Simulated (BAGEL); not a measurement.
# HF/3-21G (density fitting with qzvpp-jkfit) run of SiH2BrCl (SMILES Cl[SiH2]Br)

What is the vertical singlet–triplet gap of SiH2BrCl at HF/3-21G (density fitting with qzvpp-jkfit)? 

Program for the calculation: BAGEL 1.2.2.

5 further runs of the same task are left out: 3 that didn't finish, 2 set aside as unsound or not needed. Runs told in other sessions of the task aren't counted.

### Step 1. The molecule

SiH2BrCl has 5 atoms, charge 0, and is taken as a singlet. As SMILES, `Cl[SiH2]Br`. The coordinates come from a PBE0-D4/def2-TZVP relaxation.

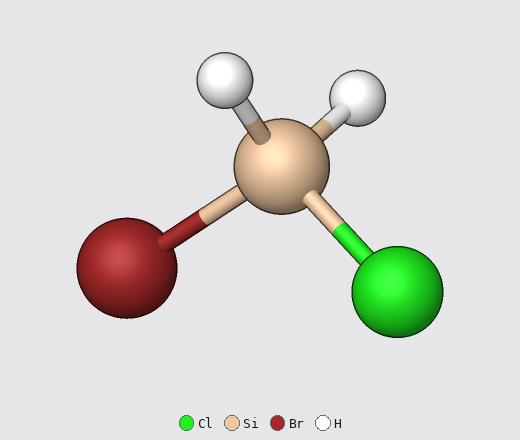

The structure, seen from a chosen angle (chlorine green, silicon light orange, bromine red, hydrogen white).

### Step 2. A single-point energy at HF/3-21G (density fitting with qzvpp-jkfit)

The input, job.json:

```json
{ "bagel": [

{
  "title": "molecule",
  "basis": "3-21g",
  "df_basis": "qzvpp-jkfit",
  "angstrom": true,
  "geometry": [
    { "atom": "Cl", "xyz": [   -0.904200,   -0.544800,    1.665700 ] },
    { "atom": "Si", "xyz": [    0.152700,   -0.085700,   -0.018800 ] },
    { "atom": "Br", "xyz": [   -0.989600,    1.311700,   -1.287400 ] },
    { "atom": "H", "xyz": [    0.379800,   -1.327700,   -0.782900 ] },
    { "atom": "H", "xyz": [    1.411100,    0.572900,    0.382100 ] }
  ]
},
{
  "title": "hf"
},
{
  "title": "print",
  "file": "orbitals.molden",
  "orbitals": true
}

]}
```

On the command line:

```
BAGEL_NUM_THREADS=1 BAGEL job.json > job.out
```

Log:

```text
* using 1 threads per process

  ===============================================================
  ===============================================================

  *** Geometry ***

  { "atom" : "Cl", "xyz" : [     -1.708690,     -1.029523,      3.147717 ] },
  { "atom" : "Si", "xyz" : [      0.288561,     -0.161950,     -0.035527 ] },
  { "atom" : "Br", "xyz" : [     -1.870073,      2.478754,     -2.432833 ] },
  { "atom" : "H", "xyz" : [      0.717718,     -2.508989,     -1.479467 ] },
  { "atom" : "H", "xyz" : [      2.666593,      1.082624,      0.722064 ] },

  Number of auxiliary basis functions:      558

  Since a DF basis is specified, we compute 2- and 3-index integrals:
    o Being stored without compression. Storage requirement is 0.012 GB

  Number of basis functions:       52
  Number of electrons      :       68

    * METHOD: MOLECULE                             0.26

  *** RHF ***

  === Nuclear Repulsion ===
   298.2817278003

      * DIIS with orbital gradients will be used.

  === RHF iteration (3-21g) ===
      0      -3305.90104604          0.00899490           0.08
      1      -3305.95248661          0.00318447           0.08
      2      -3305.95790627          0.00048268           0.08
      3      -3305.95809373          0.00007894           0.08
      4      -3305.95810053          0.00002632           0.08
      5      -3305.95810142          0.00000678           0.08
      6      -3305.95810148          0.00000105           0.08
      7      -3305.95810148          0.00000021           0.08
      8      -3305.95810148          0.00000004           0.08
      9      -3305.95810148          0.00000001           0.08
     10      -3305.95810148          0.00000000           0.08
    * SCF iteration converged.

    * Permanent dipole moment:
           (   -0.871428,     0.233803,     0.389901) a.u.

    * METHOD: HF                                   1.07

    * METHOD: PRINT                                0.01

  ===============================================================
```

Wall time 1.5 s (1 thread of Arm Neoverse V1, shared host); peak memory 0.098 GiB.

### Step 3. The triplet

The input, input.json:

```json
{ "bagel" : [

{
  "title" : "molecule",
  "basis" : "3-21g",
  "df_basis" : "qzvpp-jkfit",
  "angstrom" : true,
  "geometry" : [
    { "atom" : "Cl", "xyz" : [      -0.904200,      -0.544800,       1.665700 ] },
    { "atom" : "Si", "xyz" : [       0.152700,      -0.085700,      -0.018800 ] },
    { "atom" : "Br", "xyz" : [      -0.989600,       1.311700,      -1.287400 ] },
    { "atom" : "H", "xyz" : [       0.379800,      -1.327700,      -0.782900 ] },
    { "atom" : "H", "xyz" : [       1.411100,       0.572900,       0.382100 ] }
  ]
},

{
  "title" : "uhf",
  "nopen" : 2
},

{
  "title" : "print",
  "file" : "orbitals.molden",
  "orbitals" : true
}

]}
```

On the command line:

```
BAGEL_NUM_THREADS=1 BAGEL input.json > input.out
```

Log:

```text
* using 1 threads per process

  ===============================================================
  ===============================================================

  *** Geometry ***

  { "atom" : "Cl", "xyz" : [     -1.708690,     -1.029523,      3.147717 ] },
  { "atom" : "Si", "xyz" : [      0.288561,     -0.161950,     -0.035527 ] },
  { "atom" : "Br", "xyz" : [     -1.870073,      2.478754,     -2.432833 ] },
  { "atom" : "H", "xyz" : [      0.717718,     -2.508989,     -1.479467 ] },
  { "atom" : "H", "xyz" : [      2.666593,      1.082624,      0.722064 ] },

  Number of auxiliary basis functions:      558

  Since a DF basis is specified, we compute 2- and 3-index integrals:
    o Being stored without compression. Storage requirement is 0.012 GB

  Number of basis functions:       52
  Number of electrons      :       68

    * METHOD: MOLECULE                             0.26

  *** Open-shell HF ***

  === Nuclear Repulsion ===
   298.2817278003

      * DIIS with orbital gradients will be used.

  === UHF iteration (3-21g) ===
      0      -3305.59074750          0.01812245           0.16
      1      -3305.66084739          0.00829720           0.16
      2      -3305.68113843          0.00426321           0.16
      3      -3305.69123666          0.00330065           0.16
      4      -3305.70947980          0.00161235           0.16
      5      -3305.71254090          0.00092687           0.15
      6      -3305.71444883          0.00051310           0.16
      7      -3305.71481218          0.00038083           0.16
      8      -3305.71547288          0.00030467           0.16
      9      -3305.71565812          0.00008377           0.16
     10      -3305.71570189          0.00004560           0.16
     11      -3305.71571806          0.00002309           0.16
     12      -3305.71572202          0.00001148           0.16
     13      -3305.71572335          0.00000505           0.16
     14      -3305.71572345          0.00000215           0.16
     15      -3305.71572347          0.00000057           0.16
     16      -3305.71572347          0.00000022           0.16
     17      -3305.71572347          0.00000007           0.15
     18      -3305.71572347          0.00000002           0.16
     19      -3305.71572347          0.00000001           0.16
    * SCF iteration converged.

    * S^2 (UHF) is 2.0044

    * Permanent dipole moment:
           (   -0.119279,    -0.963322,     1.677199) a.u.

    * METHOD: UHF                                  3.35

    * METHOD: PRINT                                0.01

  ===============================================================
```

It took 3.9 s on 1 thread of Arm Neoverse V1, shared host; peak memory 0.098 GiB.

### Step 4. Results

At HF/3-21G (density fitting with qzvpp-jkfit):

| quantity | value |
| --- | --- |
| singlet: total energy | -3305.95810 Eh |
| singlet: dipole moment | 2.50 D |
| singlet: HOMO energy | -11.67 eV |
| singlet: LUMO energy | 2.97 eV |
| singlet: HOMO–LUMO gap | 14.64 eV |
| triplet: total energy | -3305.71572 Eh |
| triplet: dipole moment | 4.93 D |
| triplet: ⟨S²⟩ | 2.004 |
| vertical energy of the triplet above the singlet | 6.595 eV |

At this shape the triplet lies 6.60 eV (152 kcal/mol) above the singlet.
